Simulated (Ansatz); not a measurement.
What a tighter setting buys: basis.ecutwfc, ZrSi2 (Cmcm, 6 atoms in the cell)

```
CELL_PARAMETERS angstrom
      1.82756    -7.37832     0.00000
      1.82756     7.37832     0.00000
      0.00000     0.00000     3.64497
ATOMIC_POSITIONS crystal
  Zr 0.89409 0.10591 0.75000
  Zr 0.10591 0.89409 0.25000
  Si 0.44854 0.55146 0.25000
  Si 0.55146 0.44854 0.75000
  Si 0.25025 0.74975 0.75000
  Si 0.74975 0.25025 0.25000
```

Method of the run: PBE, PAW files (plane waves; Ansatz, an electronic-structure program).

Base settings: basis.ecutwfc = 420 eV; kpoints.mp_grid.grid = 11 11 11; hamiltonian.xc = pbe; hamiltonian.pseudopotentials = {kind: paw} (the program's default PAW files); scf.occupations.method = cold; scf.occupations.width = 0.05 eV.

Misses are taken against the tightest run, 840 eV, which need not be fully converged itself. The energy is the free energy per atom.

The count of work is k-points × plane waves × bands × iterations; it is no time, and leaves out set-up, grids and terms that scale otherwise. Core times come from one kind of shared machine and are given to one figure; runs under 30 s give none.

Ansatz's pressure holds its estimate of the finite-basis (Pulay) stress, which hides part of the cutoff error; the uncorrected pressure shows it.

The starting cell comes from a database of computed structures (which also holds hypothetical and non-ambient phases and stackings), without a prior relaxation at this level. Its lattice was rescaled by a random factor within 2.5 % of one. In the base run, with a pressure of about 4 GPa the cell is away from its equilibrium volume at this level. Ansatz's pressure includes its estimate of the finite-basis (Pulay) stress.

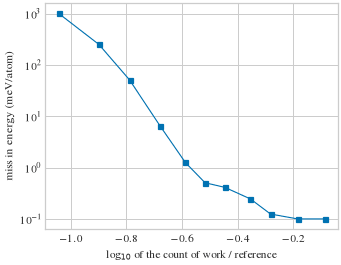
Fig. 1. Miss against the count of work; the reference run is not drawn, and misses under 0.1 meV/atom are drawn there.

```
basis.ecutwfc  energy less reference (meV/atom)  pressure less reference (GPa)  largest difference in the force on any atom (eV/Å)  uncorrected pressure less reference (GPa)  count of work / reference  core time / reference (rough)
-------------  --------------------------------  -----------------------------  --------------------------------------------------  -----------------------------------------  -------------------------  -----------------------------
170 eV                                  1009.27                          -1.64                                               0.082                                     -38.11                      0.090                              –
210 eV                                   251.05                           0.65                                               0.098                                     -12.39                       0.13                              –
250 eV                                    51.03                           0.27                                               0.012                                      -3.29                       0.16                              –
295 eV                                     6.55                           0.03                                               0.007                                      -0.55                       0.21                              –
335 eV                                     1.26                           0.01                                               0.001                                      -0.09                       0.26                              –
380 eV                                     0.51                           0.01                                               0.000                                       0.00                       0.30                              –
420 eV                                     0.41                           0.01                                               0.000                                       0.00                       0.36                              –
485 eV                                     0.24                           0.01                                               0.000                                       0.00                       0.44                            0.5
545 eV                                     0.12                           0.00                                               0.000                                       0.00                       0.52                            0.6
630 eV                                     0.06                           0.00                                               0.000                                       0.00                       0.65                            0.6
735 eV                                     0.02                           0.00                                               0.000                                       0.00                       0.82                            0.8
840 eV                                     0.00                           0.00                                               0.000                                       0.00                        1.0                              1
```

Coarsest setting among those run that, with all tighter ones, holds the energy within 5 meV/atom of the reference: 335 eV, off by 1.3 meV/atom; it needs 0.26 of the reference's count of work.

The step from 170 eV to 295 eV: it takes the miss in the energy from 1000 to 6.5 meV/atom, for 2.3 times the count of work.

Keys are those of Ansatz 0.2.
